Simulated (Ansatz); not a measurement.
# AlH5O2S (built from SMILES [H][H].[OH][Al]([OH])[SH]): a reaction path by the nudged elastic band

What path joins these two structures, and how high does it climb? Both ends were relaxed at PBE0-D4 in triple zeta.

Method: PBE0-D4/def2-SVP; program: Ansatz 0.2.0, Gaussian basis.

23 further runs of the same task are left out: 1 that didn't finish, 22 set aside as unsound or not needed.

## Step 1: The starting structure

The first end: 9 atoms, charge 0, spin multiplicity 1.

Atoms are counted from 1 here; the program's logs count them from 0.

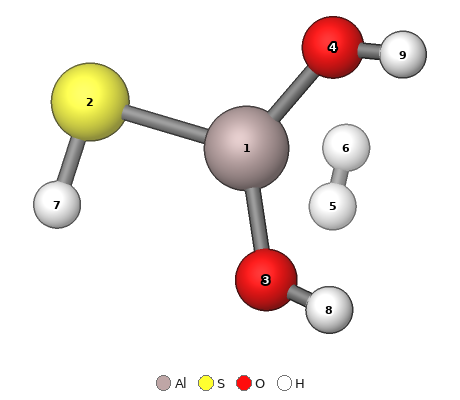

As it starts; aluminium light grey, sulfur yellow, oxygen red, hydrogen white; atoms are numbered from 1 in the order of the file.

Geometry (Å):

```csv
atom,x (Å),y (Å),z (Å)
Al1,-0.09699,0.05390,-0.53745
S2,1.59575,1.17316,-1.30468
O3,0.14463,-1.58706,-0.19967
O4,-1.56940,0.87963,-0.46961
H5,0.42596,0.21452,1.95008
H6,0.04190,0.85616,1.88133
H7,2.39642,0.09760,-1.20118
H8,-0.53002,-2.20032,0.08312
H9,-2.40826,0.51231,-0.20194
```

The second end:

```xyz
9
AlH5O2S
Al   -0.5388   -0.2806    0.4067
S     1.4562    0.8215   -0.7812
O    -0.5896   -1.7334   -0.5002
O    -1.6100    0.9767   -0.0401
H     1.4302    1.9268   -0.0179
H    -0.0049   -0.2869    1.9000
H     2.4741    0.2828   -0.0883
H    -0.4036   -2.5825   -0.1050
H    -2.2136    0.8755   -0.7740
```

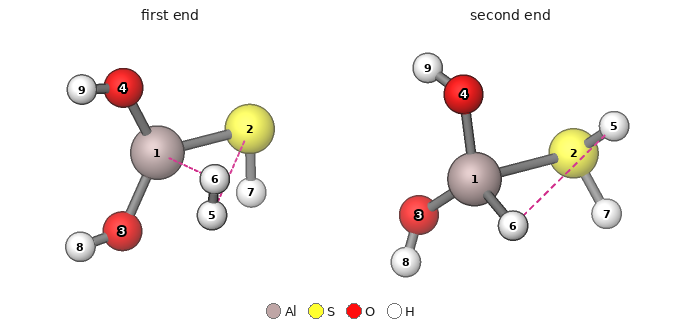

The two ends; dashed lines mark the contacts followed along the path.

## Step 2: The band at PBE0-D4/def2-SVP

File neb/in.yaml:

```yaml
crystal:
  periodic: [false, false, false]
  atoms:
    - {symbol: Al, position_ang: [-0.096985, 0.053903, -0.537450]}
    - {symbol: S, position_ang: [1.595749, 1.173158, -1.304675]}
    - {symbol: O, position_ang: [0.144625, -1.587065, -0.199672]}
    - {symbol: O, position_ang: [-1.569396, 0.879635, -0.469613]}
    - {symbol: H, position_ang: [0.425962, 0.214517, 1.950084]}
    - {symbol: H, position_ang: [0.041905, 0.856161, 1.881327]}
    - {symbol: H, position_ang: [2.396424, 0.097604, -1.201180]}
    - {symbol: H, position_ang: [-0.530020, -2.200322, 0.083117]}
    - {symbol: H, position_ang: [-2.408264, 0.512307, -0.201936]}
basis:
  gaussian: {orbitals: def2-SVP}
hamiltonian: {xc: pbe0, dispersion: d4}
neb:
  images: 5
  climbing: true
  max_iterations: 40
  initial_path: idpp
  final_atoms:
    - {symbol: Al, position_ang: [-0.538818, -0.280643, 0.406745]}
    - {symbol: S, position_ang: [1.456188, 0.821544, -0.781175]}
    - {symbol: O, position_ang: [-0.589559, -1.733409, -0.500230]}
    - {symbol: O, position_ang: [-1.609984, 0.976682, -0.040116]}
    - {symbol: H, position_ang: [1.430201, 1.926778, -0.017925]}
    - {symbol: H, position_ang: [-0.004875, -0.286914, 1.900039]}
    - {symbol: H, position_ang: [2.474093, 0.282792, -0.088312]}
    - {symbol: H, position_ang: [-0.403637, -2.582478, -0.105032]}
    - {symbol: H, position_ang: [-2.213607, 0.875548, -0.773995]}
```

Started as:

```console
ansatz run in.yaml --threads 4 --pin off --events-out ev --progress --plain --max-ram 9574MiB
```

Log:

```text
Functional definition: PBE0
  name "PBE0"
  cite "Adamo & Barone, J. Chem. Phys. 110, 6158 (1999) doi:10.1063/1.478522"
  cite "Perdew, Burke & Ernzerhof, Phys. Rev. Lett. 77, 3865 (1996) doi:10.1103/PhysRevLett.77.3865"
  parent pbe
  parameter a = 0.25
  parameter kappa = 0.804
  parameter beta = 0.06672455060314922
  exchange = (1 - a)*pbe_x(kappa = kappa, mu = beta*pi^2/3) + a*exact_x
  correlation = pbe_c(beta = beta)
886 factors; integrals over basis functions are off by at most 5.9e-4 eV
mean field evaluation 1: about -21582.4826 eV, gradient 7.0e1 eV
mean field evaluation 2: about -21568.4620 eV, gradient 1.1e2 eV
mean field evaluation 4: about -21591.1302 eV, gradient 2.4e0 eV
mean field evaluation 8: about -21591.1441 eV, gradient 1.3e-1 eV
mean field evaluation 16: about -21591.1441 eV, gradient 8.8e-6 eV
mean field -21591.14412708 eV, -793.4599116670 hartree, gradient 8.8e-6 eV, S^2 0.000000; 0 other end points of the search recorded, 0 dependent functions left out
the calculation of the forces begins
reference -21591.14415409 eV, -793.4599126596 hartree; 25, 25 occupied and 64, 64 virtual orbitals, 886 factors
[... from here to the last solve, the lines of the solves are left out (161 solves) ...]
WARN: NEB end point (image 0): max|allowed force component| = 3.865e-1 eV/Å (the criterion of neb.relax_end_points is 1.000e-2). That is over neb.f_tol: it is no minimum, so the barrier can be far off. Relax it first
WARN: NEB end point (image 6): max|allowed force component| = 2.131e-1 eV/Å (the criterion of neb.relax_end_points is 1.000e-2). That is over neb.f_tol: it is no minimum, so the barrier can be far off. Relax it first
NEB iter   1: max|band force component| = 4.212e0 eV/Å  barrier→ = 3.9992 eV  barrier← = 3.5660 eV  Δτ_max = 0.2000 Å  (187 SCF iters)
NEB iter   2: max|band force component| = 3.981e0 eV/Å  barrier→ = 2.7086 eV  barrier← = 2.2754 eV  Δτ_max = 0.2000 Å  (142 SCF iters)
NEB iter   3: max|band force component| = 1.845e1 eV/Å  barrier→ = 1.8755 eV  barrier← = 1.4423 eV  Δτ_max = 0.1005 Å  (145 SCF iters)
NEB iter   4: max|band force component| = 6.016e0 eV/Å  barrier→ = 1.5427 eV  barrier← = 1.1095 eV  Δτ_max = 0.2000 Å  (126 SCF iters)
NEB iter   5: max|band force component| = 2.762e0 eV/Å  barrier→ = 1.0797 eV  barrier← = 0.6465 eV  Δτ_max = 0.2000 Å  (129 SCF iters)
NEB iter   6: max|band force component| = 9.142e-1 eV/Å  barrier→ = 0.9070 eV  barrier← = 0.4738 eV  Δτ_max = 0.1266 Å  (128 SCF iters)
NEB iter   7: max|band force component| = 1.206e0 eV/Å  barrier→ = 0.8123 eV  barrier← = 0.3791 eV  CI = image 3  Δτ_max = 0.2000 Å  (119 SCF iters)
NEB iter   8: max|band force component| = 1.046e0 eV/Å  barrier→ = 1.0517 eV  barrier← = 0.6185 eV  CI = image 3  Δτ_max = 0.1691 Å  (127 SCF iters)
NEB iter   9: max|band force component| = 9.462e-1 eV/Å  barrier→ = 1.0122 eV  barrier← = 0.5790 eV  CI = image 3  Δτ_max = 0.0939 Å  (123 SCF iters)
NEB iter  10: max|band force component| = 4.232e-1 eV/Å  barrier→ = 0.9822 eV  barrier← = 0.5490 eV  CI = image 3  Δτ_max = 0.1967 Å  (120 SCF iters)
NEB iter  11: max|band force component| = 5.920e-1 eV/Å  barrier→ = 0.9694 eV  barrier← = 0.5362 eV  CI = image 3  Δτ_max = 0.1024 Å  (121 SCF iters)
NEB iter  12: max|band force component| = 4.190e-1 eV/Å  barrier→ = 0.9634 eV  barrier← = 0.5302 eV  CI = image 3  Δτ_max = 0.1007 Å  (118 SCF iters)
NEB iter  13: max|band force component| = 1.290e-1 eV/Å  barrier→ = 0.9577 eV  barrier← = 0.5244 eV  CI = image 3  Δτ_max = 0.2000 Å  (118 SCF iters)
NEB iter  14: max|band force component| = 5.645e-1 eV/Å  barrier→ = 0.9544 eV  barrier← = 0.5212 eV  CI = image 3  Δτ_max = 0.0997 Å  (124 SCF iters)
NEB iter  15: max|band force component| = 2.370e-1 eV/Å  barrier→ = 0.9524 eV  barrier← = 0.5192 eV  CI = image 3  Δτ_max = 0.0498 Å  (117 SCF iters)
NEB iter  16: max|band force component| = 1.397e-1 eV/Å  barrier→ = 0.9510 eV  barrier← = 0.5178 eV  CI = image 3  Δτ_max = 0.2000 Å  (117 SCF iters)
NEB iter  17: max|band force component| = 2.735e-1 eV/Å  barrier→ = 0.9501 eV  barrier← = 0.5169 eV  CI = image 3  Δτ_max = 0.1014 Å  (128 SCF iters)
NEB iter  18: max|band force component| = 1.412e-1 eV/Å  barrier→ = 0.9497 eV  barrier← = 0.5164 eV  CI = image 3  Δτ_max = 0.0546 Å  (126 SCF iters)
NEB iter  19: max|band force component| = 5.445e-2 eV/Å  barrier→ = 0.9495 eV  barrier← = 0.5163 eV  CI = image 3  Δτ_max = 0.0944 Å  (119 SCF iters)
NEB iter  20: max|band force component| = 6.246e-2 eV/Å  barrier→ = 0.9495 eV  barrier← = 0.5162 eV  CI = image 3  Δτ_max = 0.0473 Å  (117 SCF iters)
NEB iter  21: max|band force component| = 9.433e-2 eV/Å  barrier→ = 0.9494 eV  barrier← = 0.5162 eV  CI = image 3  Δτ_max = 0.0240 Å  (110 SCF iters)
NEB iter  22: max|band force component| = 8.293e-2 eV/Å  barrier→ = 0.9494 eV  barrier← = 0.5162 eV  CI = image 3  Δτ_max = 0.0196 Å  (117 SCF iters)
NEB iter  23: max|band force component| = 5.368e-2 eV/Å  barrier→ = 0.9494 eV  barrier← = 0.5161 eV  CI = image 3  Δτ_max = 0.0239 Å  (110 SCF iters)
887 factors; integrals over basis functions are off by at most 1.0e-3 eV
mean field evaluation 1088: about -21590.7072 eV, gradient 1.1e-6 eV
mean field -21590.70721878 eV, -793.4438555832 hartree, gradient 1.3e-6 eV, S^2 0.000000; 0 other end points of the search recorded, 0 dependent functions left out
the calculation of the forces begins
reference -21590.70724816 eV, -793.4438566628 hartree; 25, 25 occupied and 64, 64 virtual orbitals, 887 factors
NEB iter  24: max|band force component| = 4.961e-2 eV/Å  barrier→ = 0.9494 eV  barrier← = 0.5161 eV  CI = image 3  CI's point: of a kind that is not told: the force calls were inconclusive, a negative curvature could not be distinguished from the path's own, the only one lies far off the path, or fixed occupations may fill a level only in part  Δτ_max = 0.0000 Å  (974 SCF iters)
Total energy: -21590.33993015 eV, -793.4303579748 hartree
Atom 0 at    -0.370772     0.079424     0.117760 Å, force     0.000797     0.002089     0.001287 eV/Å
Atom 1 at     1.858206     0.595239    -0.571903 Å, force    -0.000650     0.000031     0.001007 eV/Å
Atom 2 at    -0.562984    -1.558494    -0.331749 Å, force    -0.000457    -0.001253    -0.001062 eV/Å
Atom 3 at    -1.481141     1.352861    -0.104552 Å, force     0.001301    -0.000926    -0.002112 eV/Å
Atom 4 at     1.268602     0.487962     0.904557 Å, force    -0.000305    -0.000888    -0.000594 eV/Å
Atom 5 at     0.359159     0.284464     1.635626 Å, force    -0.000215     0.000286    -0.000463 eV/Å
Atom 6 at     2.150286    -0.726080    -0.583661 Å, force    -0.000303    -0.000024    -0.000013 eV/Å
Atom 7 at    -1.336354    -2.083430    -0.119312 Å, force     0.000837    -0.000277     0.000714 eV/Å
Atom 8 at    -1.885003     1.567952    -0.946763 Å, force    -0.001006     0.000962     0.001236 eV/Å
Dipole moment:    -0.056809    -0.228774    -0.126373 e Å
```

It took 2.1 min on 4 threads of Arm Neoverse V2, shared host.

The last band:

```csv
image,path (Å),energy (kJ/mol),Al1–H6 (Å),S2–H5 (Å),Al1–S2 (Å),H5–H6 (Å)
0,0.00,0.0,2.55,3.59,2.17,0.75
1,1.12,-1.7,2.36,3.36,2.17,0.77
2,2.23,-1.2,2.22,2.70,2.19,0.77
3,3.35,91.6,1.70,1.59,2.39,1.18
4,4.27,47.5,1.59,1.35,2.57,2.30
5,5.19,41.2,1.59,1.35,2.57,3.11
6,6.12,41.8,1.59,1.34,2.57,3.26
```

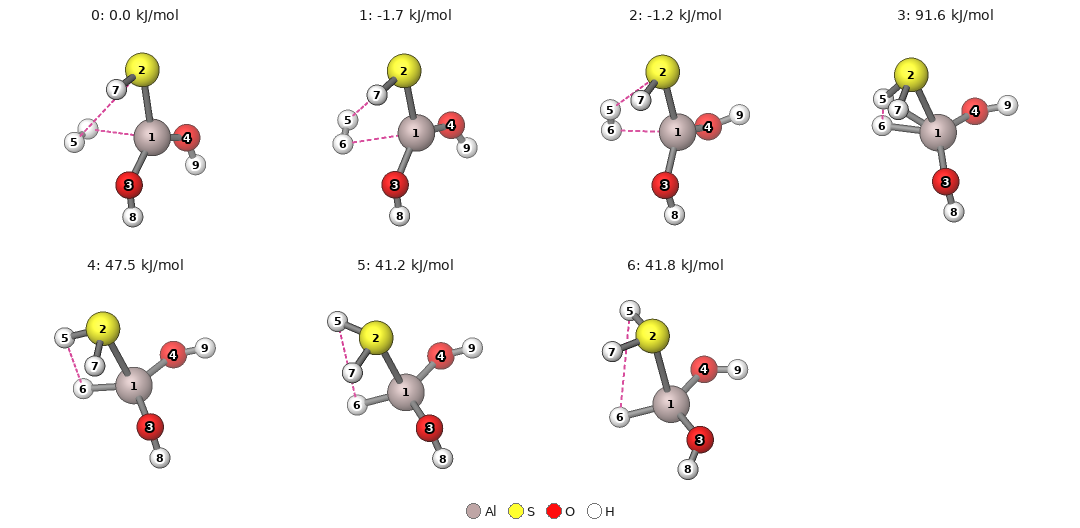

The images of the last band.

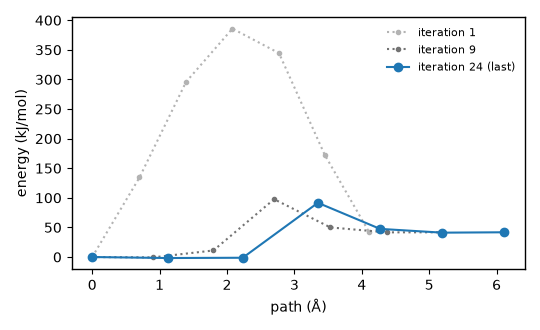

Energy along the path.

The highest image, 3:

```
Al   -0.3708    0.0794    0.1178
S     1.8582    0.5952   -0.5719
O    -0.5630   -1.5585   -0.3317
O    -1.4811    1.3529   -0.1046
H     1.2686    0.4880    0.9046
H     0.3592    0.2845    1.6356
H     2.1503   -0.7261   -0.5837
H    -1.3364   -2.0834   -0.1193
H    -1.8850    1.5680   -0.9468
```

## Step 3: Summary of results

```
                                                                       quantity                                                 value
                                                PBE0-D4/def2-SVP, 24 iterations  highest 91.6 kJ/mol (image 3), last end +41.8 kJ/mol
from earlier runs: barrier over the separately found saddle, CCSD(T)/def2-TZVPP                                          126.6 kJ/mol
```

What this shows: The highest image lies 91.6 kJ/mol above the first end, and it climbed, so it estimates the saddle. The ends are not quite minima at this level (largest force component 0.39 eV/Å), so the heights are unreliable: relaxing the first end would lower it and raise the barrier above it. The highest image is 35.0 kJ/mol below the CCSD(T) barrier in triple zeta, which comes from separate runs on the saddle.
